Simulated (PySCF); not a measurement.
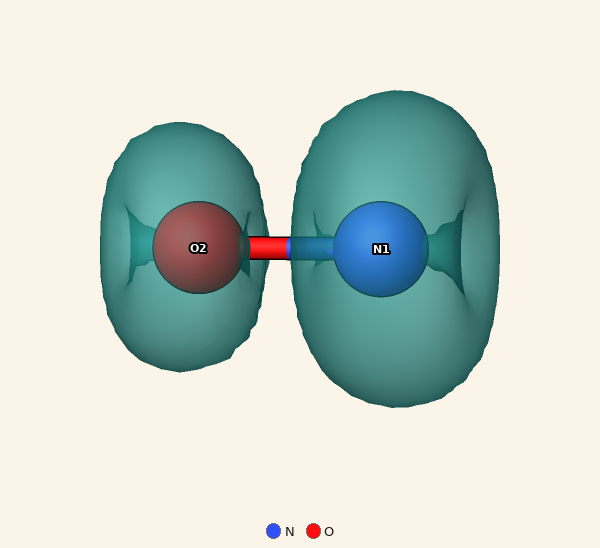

Figure 1: NO (charge −1, triplet). Isosurface of the spin density at +0.08 e/Å³ (teal), seen from one side.

All numbers below come from PBE0/aug-cc-pVDZ(-PP), non-relativistic Hamiltonian with scalar-relativistic core potentials where named, at a bond length of 1.258 Å in PySCF.

> Which atoms carry the spin?

The unpaired spin (2 electrons) lies mostly on N1 (about 1.3) and O2 (about 0.7), in electrons by Hirshfeld's partition.
